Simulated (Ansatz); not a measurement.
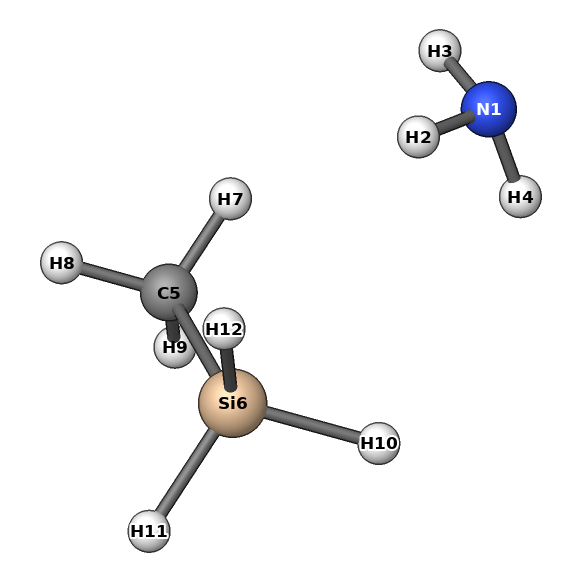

The questions are on Mulliken charges. The computed structure is the end point of a PBE0-D4/def2-TZVP optimisation. No frequency run is at hand to confirm it as a minimum. Properties computed with RKS PBE0-D4/def2-TZVP (Ansatz 0.2.0).

Which atom carries the highest charge (most positive or least negative)?

Answer. H2, H4 (0.24 e).

And the lowest?

Answer. N1 (−0.68 e).

List the Mulliken charges.

```json
{"atom": "N1", "value (e)": "−0.68"}
{"atom": "H2", "value (e)": "0.24"}
{"atom": "H3", "value (e)": "0.23"}
{"atom": "H4", "value (e)": "0.24"}
{"atom": "C5", "value (e)": "−0.47"}
{"atom": "Si6", "value (e)": "0.11"}
{"atom": "H7", "value (e)": "0.12"}
{"atom": "H8", "value (e)": "0.14"}
{"atom": "H9", "value (e)": "0.14"}
{"atom": "H10", "value (e)": "−0.03"}
{"atom": "H11", "value (e)": "−0.03"}
{"atom": "H12", "value (e)": "−0.03"}
```

Mulliken values depend strongly on the basis set and can even reverse the polarity of a bond.
